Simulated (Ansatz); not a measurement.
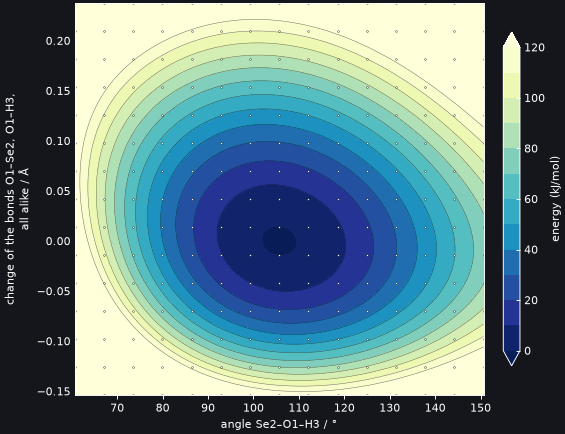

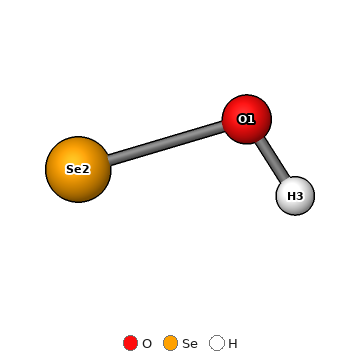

Energy landscape of HOSe, SMILES O[Se-], charge −1. 
- Coordinates scanned: (1) angle Se2–O1–H3; (2) change of the bonds O1–Se2, O1–H3, all alike.
- Nothing is relaxed (all other coordinates rigid).
- Grid: 15 × 15 points.
- Points are written as (first, second).
- All energies are given in kJ/mol relative to the lowest grid point.
- The calculation used Ansatz 0.2.0, RHF/def2-TZVPD.

Drawn: filled contours, dots at the grid points, one colour for all values above the top of the scale. Between grid points the surface is interpolated. The second picture is the structure at the lowest point.

**Describe this landscape.**

The lowest grid point is at (105.7°, 0.014 Å). No other kind of well shows on this grid. The highest grid point, (60.6°, −0.154 Å), lies 346 kJ/mol above the lowest. Round the minimum the two coordinates are weakly coupled (coupling 0.11 in units of the two stiffnesses).

The input of one point:

```yaml
crystal:
  periodic: [false, false, false]
  atoms:
    - { symbol: O, position_ang: [-0.281234, -0.507144, -0.205793] }
    - { symbol: Se, position_ang: [1.154876, 0.327518, 0.667954] }
    - { symbol: H, position_ang: [-0.87161, 0.196232, -0.459378] }
total_charge: -1
basis:
  gaussian: { orbitals: def2-TZVPD }
hamiltonian:
  xc: hf
output:
  forces: true
```

Time for the 225 points that were run: 5.4 min on 1 thread of Arm Neoverse V2 (shared host).
